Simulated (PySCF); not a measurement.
Se(F)(OH), HFOSe, SMILES O[Se]F, singlet at its CAM-B3LYP/def2-SVP optimised geometry (Å):

```
4

Se    -0.7329    -1.0338     0.0000
F      1.0281    -1.0338     0.0000
O     -1.0281     0.7078     0.0000
H     -0.9808     1.0338     0.9111
```

Method: PySCF with CAM-B3LYP/def2-TZVP. Cells within 0.4 Å of a nucleus heavier than hydrogen are left out (blank, or x).

Map of the electron localisation function on the plane z = 0.0 Å:

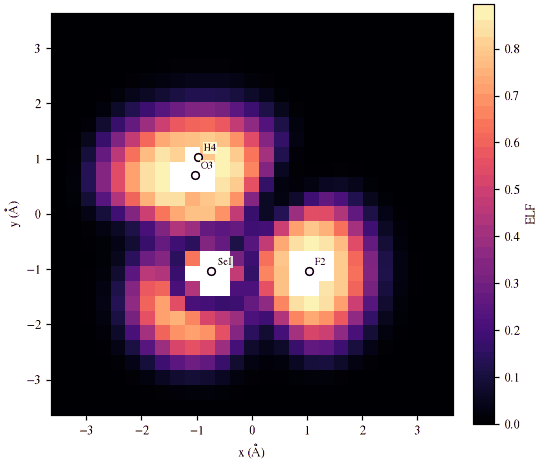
Figure. Electron localisation function on the plane z = 0.0 Å.
